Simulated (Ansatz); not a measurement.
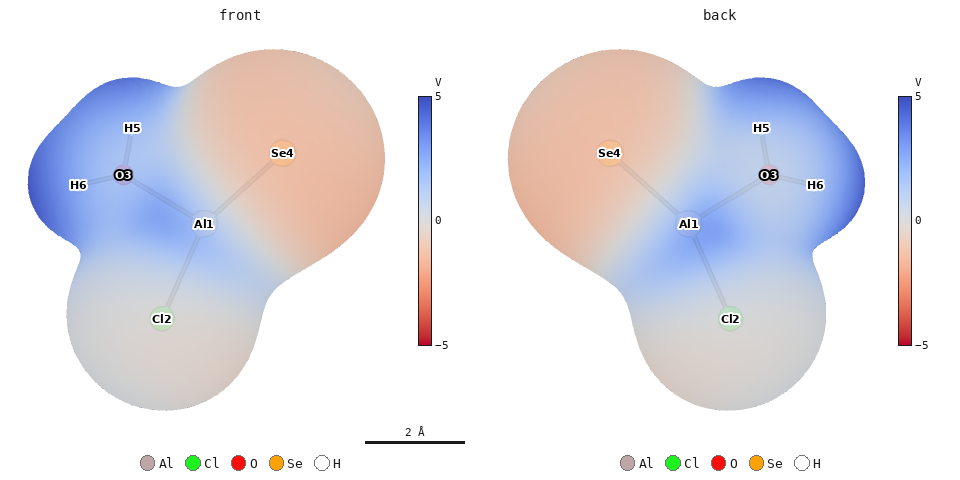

Figure. AlClH$_{2}$OSe. The electrostatic potential painted on the density surface at 0.002 e/bohr³, seen from the front and from behind; the colour scale runs from red (negative) to blue (positive).

Geometry: PBE0-D3(BJ)/def2-SVP.

The calculation used isolated molecule in a Gaussian basis; Kohn-Sham density functional theory, functional PBE0 (Ansatz 0.2.0).

```tsv
atom	x (Å)	y (Å)	z (Å)
Al	0.4386	0.1203	-0.5080
Cl	-0.7284	-1.2507	-1.5976
O	-0.9645	0.7827	0.6708
Se	2.2613	1.1005	0.0580
H	-0.5688	1.3279	1.3721
H	-1.7904	0.3691	0.9600
```

> Which sites attract a positive test charge, and which a negative one?

A positive charge is drawn to the negative regions and a negative charge to the positive ones. The most negative region (about −1.5 V) lies over Se4, the most positive (about +4.5 V) over H6.
